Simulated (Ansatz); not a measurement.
**CHClGa (quartet): wave-function methods side by side, cc-pVTZ**

Aim: climb from Hartree-Fock through coupled cluster for CHClGa (quartet) at one geometry and basis, and see what each rung misses.

Computed with Ansatz 0.2.0, Gaussian basis. Level: cc-pVTZ, core rule «outside noble gas», up to 20 orbitals frozen.

The runs, in order: UHF; CCSD(T) on ROHF; CCSD(T) on UHF; BCCD(T) on ROHF; CCSDT(Q) on ROHF; CCSDT(Q) on UHF.

5 further runs of the same task are left out: 5 set aside as unsound or not needed. Runs told in other sessions of the task aren't counted.

### Step 1. The geometry

The geometry is a PBE0/def2-TZVP stationary point (not a proven minimum) of the parent state, kept for this charge and spin. No spin-orbit coupling is included. The filled d shell of Ga may be among the frozen orbitals whatever the setting's name suggests.

4 atoms, charge 0, spin multiplicity 4.

Atoms are counted from 1 here; the program's logs count them from 0.

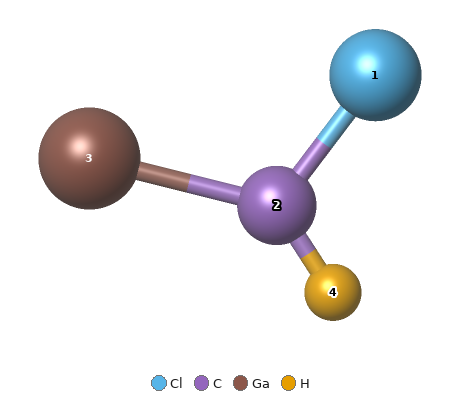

The structure; chlorine blue, carbon purple, gallium brown, hydrogen amber; atoms are numbered from 1 in the order of the file.

In the tables R marks a restricted open-shell determinant and U an unrestricted one; energies count from the table's Hartree-Fock row.

### Step 2. UHF

Contents of in.yaml:

```yaml
crystal:
  periodic: [false, false, false]
  atoms:
    - {symbol: Cl, position_ang: [0.000000, -0.224282, 1.993212]}
    - {symbol: C, position_ang: [0.000000, 0.873891, 0.661996]}
    - {symbol: Ga, position_ang: [0.000000, -0.064009, -1.142342]}
    - {symbol: H, position_ang: [0.000000, 1.903187, 1.023017]}
basis:
  gaussian: {orbitals: cc-pVTZ}
magnetization: {spin_polarized: true, initial_magnetization: 3}
hamiltonian: {xc: hf}
output: {orbitals: {seedname: orbitals}}
```

On the command line:

```bash
> ansatz run in.yaml --threads 1 --pin off --events-out ev --progress --plain --max-ram 4096MiB --backend cpu
```

The log of the run:

```text
Functional definition: HF
  name "HF"
  cite "Fock, Z. Phys. 61, 126 (1930) doi:10.1007/BF01340294"
  parent pbe
  exchange = exact_x
  correlation = 0
1113 factors; their error is unknown
mean field evaluation 1: about -65878.6353 eV, gradient 1.2e1 eV
mean field evaluation 2: about -65880.4528 eV, gradient 7.2e0 eV
mean field evaluation 4: about -65881.5237 eV, gradient 2.0e0 eV
mean field evaluation 8: about -65881.7191 eV, gradient 1.8e-1 eV
mean field evaluation 16: about -65882.8852 eV, gradient 1.2e-5 eV
mean field evaluation 32: about -65882.5803 eV, gradient 2.9e-1 eV
mean field evaluation 64: about -65882.7200 eV, gradient 9.5e-1 eV
mean field -65882.88519752 eV, -2421.1513739853 hartree, gradient 1.4e-5 eV, S^2 3.781263; 3 other end points of the search recorded, 0 dependent functions left out
reference -65882.88519752 eV, -2421.1513739853 hartree; 29, 26 occupied and 92, 95 virtual orbitals, 1113 factors
Total energy: -65882.88519752 eV, -2421.1513739853 hartree
```

Run time: 12 s. Hardware: 1 thread of AMD EPYC 7R13, shared host; peak memory 0.48 GiB.

From the report: ⟨S²⟩ of the determinant 3.781 (pure quartet: 3.75).

### Step 3. CCSD(T) on ROHF

in.yaml: that of step 2 with these lines changed.

```diff
@@ -9,4 +9,3 @@
   gaussian: {orbitals: cc-pVTZ}
-magnetization: {spin_polarized: true, initial_magnetization: 3}
-hamiltonian: {xc: hf}
-output: {orbitals: {seedname: orbitals}}
+magnetization: {spin_polarized: false, initial_magnetization: 3}
+correlation: {method: ccsd_t, electrons: outside_noble_gas}
```

On the command line:

```bash
> ansatz run in.yaml --threads 2 --pin off --events-out ev --progress --plain --max-ram 24576MiB --backend cuda --devices 0, --max-vram 18GiB
```

The log of the run, cut to the lines that bear on the results:

```text
Functional definition: HF
  name "HF"
  cite "Fock, Z. Phys. 61, 126 (1930) doi:10.1007/BF01340294"
  parent pbe
[...]
742 factors; integrals over basis functions are off by at most 1.1e-3 eV
[...]
mean field -65882.65295294 eV, -2421.1428391545 hartree, gradient 2.8e-6 eV, S^2 3.750000; 7 other end points of the search recorded, 0 dependent functions left out
[...]
determinant -65882.65295294 eV, -2421.1428391545 hartree, with singles and doubles -65893.57315599 eV, -2421.5441492145 hartree
determinant -65882.29354504 eV, -2421.1296311578 hartree, with singles and doubles -65893.12710017 eV, -2421.5277569654 hartree
determinant -65879.36802280 eV, -2421.0221201984 hartree, with singles and doubles -65890.58682734 eV, -2421.4344036608 hartree
determinant -65882.65295294 eV, -2421.1428391545 hartree, with singles and doubles -65893.51792704 eV, -2421.5421195880 hartree
determinant -65882.29354504 eV, -2421.1296311578 hartree, with singles and doubles -65893.06997439 eV, -2421.5256576318 hartree
[...]
20 core orbitals not correlated: weight in the atoms' cores, before any rotation towards them, 0.989 or more for the frozen orbitals, at most 0.016 for the correlated occupied ones
reference -65882.65295294 eV, -2421.1428391545 hartree; 9, 6 occupied and 92, 95 virtual orbitals, 742 factors
second order -9.89034716 eV of doubles, -0.10701605 eV of singles
cycle   1  -10.86497271 eV  change    1.4e-6 eV  update   1.9e-6
perturbative correction -0.50992738 eV, -0.0187394856 hartree
Total energy: -65894.02785303 eV, -2421.5608590226 hartree
```

It took 12 s on 1 × H100 (card shared with other runs) with 2 threads of AMD EPYC 7R13, shared host; peak host memory 0.83 GiB.

From the report: correlation -11.3749 eV; T1 0.031; largest double amplitude 0.03.

### Step 4. CCSD(T) on UHF

in.yaml: that of step 3 with these lines changed.

```diff
@@ -9,3 +9,3 @@
   gaussian: {orbitals: cc-pVTZ}
-magnetization: {spin_polarized: false, initial_magnetization: 3}
+magnetization: {spin_polarized: true, initial_magnetization: 3}
 correlation: {method: ccsd_t, electrons: outside_noble_gas}
```

The command is unchanged.

The log of the run, cut to the lines that bear on the results:

```text
Functional definition: HF
  name "HF"
  cite "Fock, Z. Phys. 61, 126 (1930) doi:10.1007/BF01340294"
  parent pbe
[...]
742 factors; integrals over basis functions are off by at most 1.1e-3 eV
[...]
mean field -65882.88602669 eV, -2421.1514044567 hartree, gradient 2.3e-6 eV, S^2 3.781263; 8 other end points of the search recorded, 0 dependent functions left out
determinant -65882.88602669 eV, -2421.1514044567 hartree, with singles and doubles -65893.60051578 eV, -2421.5451546682 hartree
determinant -65882.57697262 eV, -2421.1400469291 hartree, with singles and doubles -65893.15109808 eV, -2421.5286388723 hartree
determinant -65879.61537956 eV, -2421.0312103918 hartree, with singles and doubles -65890.60137918 eV, -2421.4349384310 hartree
determinant -65882.88602669 eV, -2421.1514044567 hartree, with singles and doubles -65893.54739284 eV, -2421.5432024363 hartree
determinant -65882.57697262 eV, -2421.1400469291 hartree, with singles and doubles -65893.09915786 eV, -2421.5267301045 hartree
20 core orbitals not correlated: weight in the atoms' cores, before any rotation towards them, 0.984 or more for the frozen orbitals, at most 0.024 for the correlated occupied ones
reference -65882.88602669 eV, -2421.1514044567 hartree; 9, 6 occupied and 92, 95 virtual orbitals, 742 factors
second order -9.73139155 eV of doubles, -0.00000000 eV of singles
cycle   1  -10.66136503 eV  change    1.1e-6 eV  update   1.9e-6
perturbative correction -0.49638489 eV, -0.0182418083 hartree
Total energy: -65894.04377661 eV, -2421.5614442034 hartree
```

Run time: 20 s. Hardware: 1 × H100 (card shared with other runs) with 2 threads of AMD EPYC 7R13, shared host; peak host memory 0.84 GiB.

From the report: ⟨S²⟩ of the determinant 3.781 (pure quartet: 3.75); correlation -11.1577 eV; T1 0.026; largest double amplitude 0.03.

### Step 5. BCCD(T) on ROHF

in.yaml: that of step 4 with these lines changed.

```diff
@@ -9,3 +9,3 @@
   gaussian: {orbitals: cc-pVTZ}
-magnetization: {spin_polarized: true, initial_magnetization: 3}
-correlation: {method: ccsd_t, electrons: outside_noble_gas}
+magnetization: {spin_polarized: false, initial_magnetization: 3}
+correlation: {method: bccd_t, electrons: outside_noble_gas}
```

Same command.

The log of the run, cut to the lines that bear on the results:

```text
Functional definition: HF
  name "HF"
  cite "Fock, Z. Phys. 61, 126 (1930) doi:10.1007/BF01340294"
  parent pbe
[...]
742 factors; integrals over basis functions are off by at most 1.1e-3 eV
[...]
mean field -65882.65295294 eV, -2421.1428391545 hartree, gradient 2.8e-6 eV, S^2 3.750000; 7 other end points of the search recorded, 0 dependent functions left out
[...]
determinant -65882.65295294 eV, -2421.1428391545 hartree, with singles and doubles -65893.57315599 eV, -2421.5441492145 hartree
determinant -65882.29354504 eV, -2421.1296311578 hartree, with singles and doubles -65893.12710017 eV, -2421.5277569654 hartree
determinant -65879.36802280 eV, -2421.0221201984 hartree, with singles and doubles -65890.58682734 eV, -2421.4344036608 hartree
determinant -65882.65295294 eV, -2421.1428391545 hartree, with singles and doubles -65893.51792704 eV, -2421.5421195880 hartree
determinant -65882.29354504 eV, -2421.1296311578 hartree, with singles and doubles -65893.06997439 eV, -2421.5256576318 hartree
[...]
20 core orbitals not correlated: weight in the atoms' cores, before any rotation towards them, 0.989 or more for the frozen orbitals, at most 0.016 for the correlated occupied ones
reference -65882.65295294 eV, -2421.1428391545 hartree; 9, 6 occupied and 92, 95 virtual orbitals, 742 factors
second order -9.89034716 eV of doubles, -0.10701605 eV of singles
cycle   1  -10.84713884 eV  change    1.8e-2 eV  update   1.1e-2
[...]
cycle  10  -10.84954345 eV  change    5.5e-6 eV  update   1.1e-5
perturbative correction -0.52788638 eV, -0.0193994667 hartree
Total energy: -65894.03038277 eV, -2421.5609519888 hartree
```

It took 18 s on 1 × H100 (card shared with other runs) with 2 threads of AMD EPYC 7R13, shared host; peak host memory 0.84 GiB.

From the report: correlation -11.3774 eV; largest double amplitude 0.03.

### Step 6. CCSDT(Q) on ROHF

in.yaml: that of step 5 with these lines changed.

```diff
@@ -10,2 +10,2 @@
 magnetization: {spin_polarized: false, initial_magnetization: 3}
-correlation: {method: bccd_t, electrons: outside_noble_gas}
+correlation: {method: ccsdt_q, electrons: outside_noble_gas}
```

Same command.

The log of the run, cut to the lines that bear on the results:

```text
Functional definition: HF
  name "HF"
  cite "Fock, Z. Phys. 61, 126 (1930) doi:10.1007/BF01340294"
  parent pbe
[...]
1505 factors; integrals over basis functions are off by at most 2.4e-7 eV
[...]
mean field -65882.65304019 eV, -2421.1428423610 hartree, gradient 2.8e-6 eV, S^2 3.750000; 7 other end points of the search recorded, 0 dependent functions left out
[...]
determinant -65882.65304019 eV, -2421.1428423610 hartree, with singles and doubles -65893.57325904 eV, -2421.5441530017 hartree
determinant -65882.29363122 eV, -2421.1296343247 hartree, with singles and doubles -65893.12720480 eV, -2421.5277608107 hartree
determinant -65879.36814857 eV, -2421.0221248205 hartree, with singles and doubles -65890.58697228 eV, -2421.4344089874 hartree
determinant -65882.65304019 eV, -2421.1428423610 hartree, with singles and doubles -65893.51800236 eV, -2421.5421223561 hartree
determinant -65882.29363122 eV, -2421.1296343247 hartree, with singles and doubles -65893.07005068 eV, -2421.5256604356 hartree
20 core orbitals not correlated: weight in the atoms' cores, before any rotation towards them, 0.989 or more for the frozen orbitals, at most 0.016 for the correlated occupied ones
reference -65882.65304019 eV, -2421.1428423610 hartree; 9, 6 occupied and 92, 95 virtual orbitals, 1505 factors
second order -9.89037219 eV of doubles, -0.10701544 eV of singles
cycle   1  -10.46694569 eV  change   -4.7e-1 eV  update   1.0e-1
[...]
cycle  20  -11.40853675 eV  change   -7.0e-7 eV  update   9.0e-7
perturbative correction -0.02856099 eV, -0.0010495969 hartree
Total energy: -65894.09013793 eV, -2421.5631479506 hartree
```

It took 3.2 min on 1 × H100 (card shared with other runs) with 2 threads of AMD EPYC 7R13, shared host; peak host memory 1.9 GiB.

From the report: correlation -11.4371 eV; T1 0.035; largest double amplitude 0.04.

### Step 7. CCSDT(Q) on UHF

in.yaml: that of step 6 with these lines changed.

```diff
@@ -9,3 +9,3 @@
   gaussian: {orbitals: cc-pVTZ}
-magnetization: {spin_polarized: false, initial_magnetization: 3}
+magnetization: {spin_polarized: true, initial_magnetization: 3}
 correlation: {method: ccsdt_q, electrons: outside_noble_gas}
```

Launched as before.

The log of the run, cut to the lines that bear on the results:

```text
Functional definition: HF
  name "HF"
  cite "Fock, Z. Phys. 61, 126 (1930) doi:10.1007/BF01340294"
  parent pbe
[...]
1505 factors; integrals over basis functions are off by at most 2.4e-7 eV
[...]
mean field -65882.88611283 eV, -2421.1514076225 hartree, gradient 1.6e-6 eV, S^2 3.781263; 8 other end points of the search recorded, 0 dependent functions left out
determinant -65882.88611283 eV, -2421.1514076225 hartree, with singles and doubles -65893.60061886 eV, -2421.5451584563 hartree
determinant -65882.57705875 eV, -2421.1400500945 hartree, with singles and doubles -65893.15120240 eV, -2421.5286427060 hartree
determinant -65879.61550910 eV, -2421.0312151523 hartree, with singles and doubles -65890.60229808 eV, -2421.4349722000 hartree
determinant -65882.88611283 eV, -2421.1514076225 hartree, with singles and doubles -65893.54746809 eV, -2421.5432052018 hartree
determinant -65882.57705875 eV, -2421.1400500945 hartree, with singles and doubles -65893.09923428 eV, -2421.5267329128 hartree
20 core orbitals not correlated: weight in the atoms' cores, before any rotation towards them, 0.984 or more for the frozen orbitals, at most 0.024 for the correlated occupied ones
reference -65882.88611283 eV, -2421.1514076225 hartree; 9, 6 occupied and 92, 95 virtual orbitals, 1505 factors
second order -9.73141626 eV of doubles, -0.00000000 eV of singles
cycle   1  -10.25859467 eV  change   -5.3e-1 eV  update   1.0e-1
[...]
cycle  20  -11.19628203 eV  change   -8.0e-8 eV  update   1.1e-6
perturbative correction -0.03045854 eV, -0.0011193305 hartree
Total energy: -65894.11285339 eV, -2421.5639827284 hartree
```

Run time: 2.1 min. Hardware: 1 × H100 (card shared with other runs) with 2 threads of AMD EPYC 7R13, shared host; peak host memory 1.4 GiB.

From the report: ⟨S²⟩ of the determinant 3.781 (pure quartet: 3.75); correlation -11.2267 eV; T1 0.030; largest double amplitude 0.04.

### Step 8. All levels against the top one

No level here is safe as a reference; RCCSDT(Q) serves as a yardstick only. Rows without a time are mean-field rows or come out of runs for another level: lower rungs of the coupled-cluster runs, or the Hartree-Fock search.

Differences are taken before rounding.

| method | energy from the lowest ROHF (kcal/mol) | from RCCSDT(Q) (kcal/mol) | time |
| --- | --- | --- | --- |
| ROHF | 0.00 | +263.75 |  |
| UHF | -5.37 | +258.37 |  |
| RMP2 | -230.54 | +33.20 |  |
| UMP2 | -229.79 | +33.96 |  |
| RCCSD | -250.55 | +13.20 |  |
| UCCSD | -251.23 | +12.52 |  |
| RCCSD(T) | -262.31 | +1.44 | 12 s |
| UCCSD(T) | -262.68 | +1.07 | 20 s |
| BCCD(T) | -262.37 | +1.38 | 18 s |
| RCCSDT | -263.09 | +0.66 |  |
| UCCSDT | -263.57 | +0.18 |  |
| RCCSDT(Q) | -263.75 | 0 | 3.2 min |
| UCCSDT(Q) | -264.27 | -0.52 | 2.1 min |

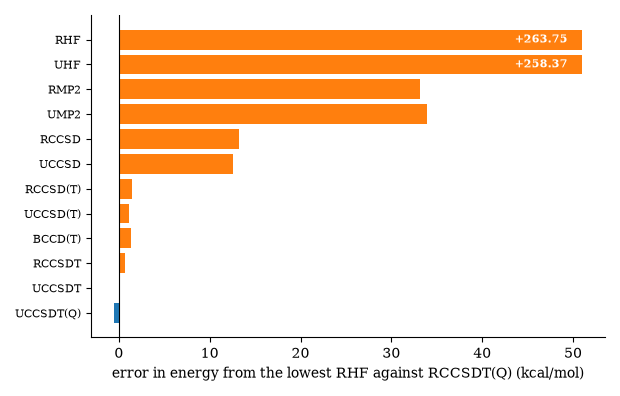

How far each level lands from RCCSDT(Q). Bars with a number in them are cut short.

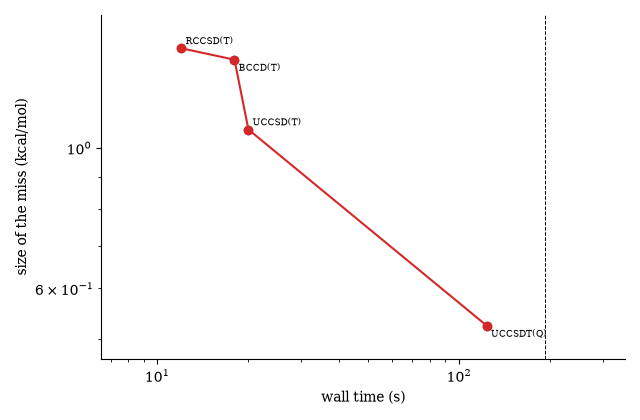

Accuracy for the time spent; red marks the levels that beat every quicker one drawn (of those quicker than the yardstick), and the dashed line is the time of RCCSDT(Q). Times are from a shared host.

### Step 9. Summary of results

```
                     quantity            value
RCCSDT(Q) from the ROHF energy      -11.4372 eV
          RMP2 from RCCSDT(Q)  +33.20 kcal/mol
          UMP2 from RCCSDT(Q)  +33.96 kcal/mol
         RCCSD from RCCSDT(Q)  +13.20 kcal/mol
      RCCSD(T) from RCCSDT(Q)   +1.44 kcal/mol
      UCCSD(T) from RCCSDT(Q)   +1.07 kcal/mol
     UCCSDT(Q) from RCCSDT(Q)   -0.52 kcal/mol
                T1 diagnostic            0.031
```

In words: RCCSD(T) misses by +1.44 kcal/mol, 0.5 % of the correlation energy.
